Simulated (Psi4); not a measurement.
# M06-L/def2-TZVP run of BH3S (SMILES BS)

Aim: the vertical singlet–triplet gap of BH3S at M06-L/def2-TZVP, from 2 runs. 

Program for the calculation: Psi4 1.11.

## Step 1: The molecule

BH3S has 5 atoms, charge 0, and is taken as a singlet. SMILES: `BS`. The shape is that of a PBE0-D4/def2-TZVP optimisation.

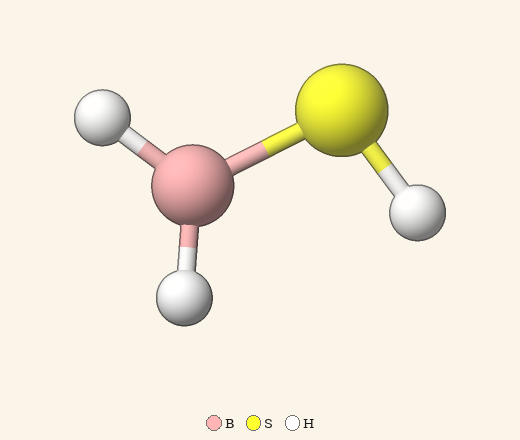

Viewed from a chosen angle; boron pink, sulfur yellow, hydrogen white.

## Step 2: A single-point energy at M06-L/def2-TZVP

bh3s.dat

```
memory 1600 mb

molecule {
  0 1
  B     -0.392100    -0.421000     0.088100
  S      0.161700     1.236900    -0.154300
  H     -1.562900    -0.556400     0.264200
  H      0.367100    -1.337600     0.074200
  H      1.476100     1.004400    -0.313600
  symmetry c1
}

set {
  basis def2-TZVP
  puream true
  e_convergence 1e-09
  d_convergence 1e-08
  scf_type pk
  dft_radial_points 99
  dft_spherical_points 590
}

e_tot = energy("m06-l")
```

Started as:

```bash
$ psi4 -i bh3s.dat -o bh3s.out -n 1
```

bh3s.out, shortened:

```text
[...]
  Running in c1 symmetry.
[...]
  Nuclear repulsion =   43.070548964180006
[...]
  Multiplicity = 1
[...]
  Nalpha       = 12
  Nbeta        = 12
[...]
    Number of basis functions: 86
[...]
   @RKS iter   1:  -424.70479567840846   -2.54215e-01   6.37068e-03 ADIIS/DIIS
[...]
   @RKS iter  12:  -424.86907366502430   -1.47793e-12   3.09250e-09 DIIS
[...]
    Orbital Energies [Eh]
    ---------------------
    Doubly Occupied:
       1A    -88.540861     2A     -7.904867     3A     -6.668062
       4A     -5.815191     5A     -5.809982     6A     -5.808813
       7A     -0.719797     8A     -0.474478     9A     -0.398071
      10A     -0.328301    11A     -0.297764    12A     -0.276503
[...]
  @RKS Final Energy:  -424.86907366502430
   => Energetics <=
    Nuclear Repulsion Energy =             43.0705489641800057
    One-Electron Energy =                -670.2111480514269033
    Two-Electron Energy =                 233.1485789283052839
    DFT Exchange-Correlation Energy =     -30.8770535060826852
    Empirical Dispersion Energy =           0.0000000000000000
    VV10 Nonlocal Energy =                  0.0000000000000000
    Total Energy =                       -424.8690736650243025
[...]
 Multipole Moments:
 ------------------------------------------------------------------------------------
     Multipole            Electronic (a.u.)      Nuclear  (a.u.)        Total (a.u.)
 ------------------------------------------------------------------------------------
 L = 1.  Multiply by 2.5417464519 to convert [e a0] to [Debye]
 Dipole X            :         -0.2295248            0.5944334            0.3649086
 Dipole Y            :          1.8148639           -1.7936679            0.0211960
 Dipole Z            :         -0.1493337            0.0965434           -0.0527904
 Magnitude           :                                                    0.3693161
[...]
```

Wall time 14 s (1 thread of AMD EPYC 9R45 (Zen 5), shared host); peak memory 0.85 GiB.

## Step 3: The triplet: energy and forces at UM06-L/def2-TZVP

calc.py

```python
import psi4

psi4.set_memory(1600000000)
psi4.set_num_threads(1)
psi4.core.set_output_file('psi4.out', False)

m = psi4.geometry("""
0 3
B     -0.74096161    -0.79557470     0.16648487
S      0.30556871     2.33740224    -0.29158474
H     -2.95345296    -1.05144362     0.49926564
H      0.69371846    -2.52769766     0.14021768
H      2.78942473     1.89804092    -0.59261811
units bohr
symmetry c1
""")

psi4.set_options({
    'reference': 'uks',
    'puream': True,
    'e_convergence': 1e-09,
    'd_convergence': 1e-08,
    'scf_type': 'pk',
    'dft_radial_points': 99,
    'dft_spherical_points': 590,
    'maxiter': 200,
})

energy_value = psi4.gradient('m06-l/def2-TZVP')
print('gradient / Eh bohr^-1')
print(energy_value.np.round(6))
```

Started as:

```bash
$ python calc.py
```

psi4.out, shortened:

```text
[...]
  Running in c1 symmetry.
[...]
  Nuclear repulsion =   43.070549026987024
[...]
  Multiplicity = 3
[...]
  Nalpha       = 13
  Nbeta        = 11
[...]
    Number of basis functions: 86
[...]
   @UKS iter   1:  -424.47324717017466   -2.26666e-02   6.99232e-03 DIIS/ADIIS
[...]
   @UKS iter  16:  -424.68742795477766    2.64890e-11   9.34415e-09 DIIS
[...]
   @S^2 Observed:                2.016577886E+00
[...]
  @UKS Final Energy:  -424.68742795477766
   => Energetics <=
    Nuclear Repulsion Energy =             43.0705490269870239
    One-Electron Energy =                -669.0363250544143057
    Two-Electron Energy =                 232.1548074436141462
    DFT Exchange-Correlation Energy =     -30.8764593709645041
    Empirical Dispersion Energy =           0.0000000000000000
    VV10 Nonlocal Energy =                  0.0000000000000000
    Total Energy =                       -424.6874279547776609
[...]
 Multipole Moments:
 ------------------------------------------------------------------------------------
     Multipole            Electronic (a.u.)      Nuclear  (a.u.)        Total (a.u.)
 ------------------------------------------------------------------------------------
 L = 1.  Multiply by 2.5417464519 to convert [e a0] to [Debye]
 Dipole X            :          0.2627129            0.5944334            0.8571462
 Dipole Y            :          3.1060997           -1.7936679            1.3124318
 Dipole Z            :         -0.3465708            0.0965434           -0.2500274
 Magnitude           :                                                    1.5873534
[...]
  -Total Gradient:
     Atom            X                  Y                   Z
    ------   -----------------  -----------------  -----------------
       1        0.026513734324     0.067563933761    -0.010425648562
       2       -0.018844380953    -0.051708639521     0.007779821653
       3       -0.002528188398    -0.005534622715     0.000902431253
       4       -0.001430902589    -0.005916915703     0.000789949769
       5       -0.003701273368    -0.004409790881     0.000952796510
[...]
```

The script printed:

```text
gradient / Eh bohr^-1
[[ 0.026514  0.067564 -0.010426]
 [-0.018844 -0.051709  0.00778 ]
 [-0.002528 -0.005535  0.000902]
 [-0.001431 -0.005917  0.00079 ]
 [-0.003701 -0.00441   0.000953]]
```

Run time: 35 s. Hardware: 1 thread of AMD EPYC 9R45 (Zen 5), shared host; peak memory 0.85 GiB.

## Step 4: Outcome

Level: M06-L/def2-TZVP.

```
                                        quantity          value
                           singlet: total energy  -424.86907 Eh
                          singlet: dipole moment         0.94 D
                            singlet: HOMO energy       -7.52 eV
                            singlet: LUMO energy       -1.86 eV
                          singlet: HOMO–LUMO gap        5.66 eV
                           triplet: total energy  -424.68743 Eh
                          triplet: dipole moment         4.03 D
     triplet: HOMO energy (highest over α and β)       -2.74 eV
                                   triplet: ⟨S²⟩          2.017
               triplet: largest force on an atom     3.771 eV/Å
vertical energy of the triplet above the singlet       4.943 eV
```

**Reading.** At this shape the triplet lies 4.94 eV (114 kcal/mol) above the singlet.
